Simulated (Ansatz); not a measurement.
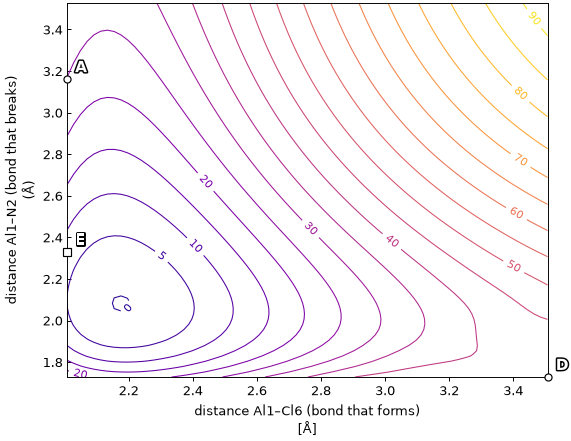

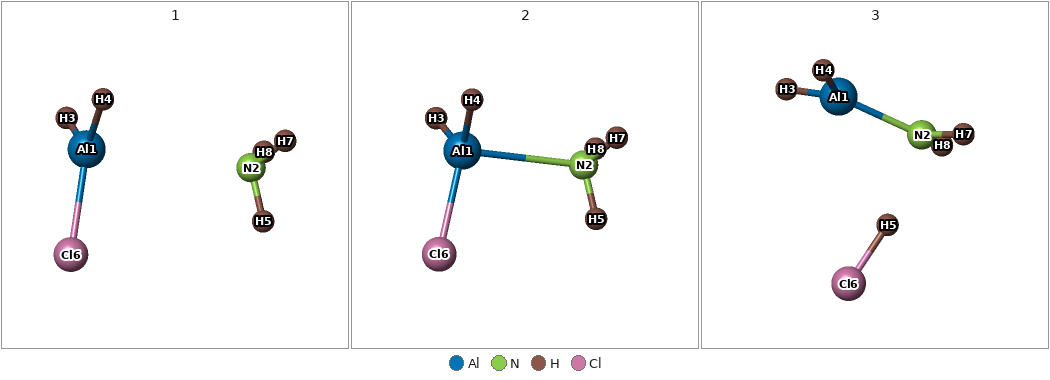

The reacting system AlClH5N (fragments AlH₄N + ClH where the first distance is long, AlClH₂ + H₃N where the second is long). 
- The first coordinate is: distance Al1–Cl6 (bond that forms); the second: distance Al1–N2 (bond that breaks).
- Relaxed at each point: all other coordinates.
- The grid has 13 × 13 points.
- Points are written as (first, second).
- Energies are in kcal/mol, from the lowest grid point.
- The reference is spin-restricted, so regions where a bond is pulled apart into radicals lie too high.
- Method: Ansatz 0.2.0, RKS PBE-D4/def2-SVP.

In the figure: contour lines labelled in kcal/mol, lettered points. Between grid points the surface is interpolated. The numbered pictures are the structures at these points, in random order.

Which structure belongs to which point?

A is structure 1: (2.007 Å, 3.161 Å), 25 kcal/mol; D is structure 3: (3.507 Å, 1.728 Å), 44 kcal/mol; E is structure 2: (2.007 Å, 2.331 Å), 8 kcal/mol.
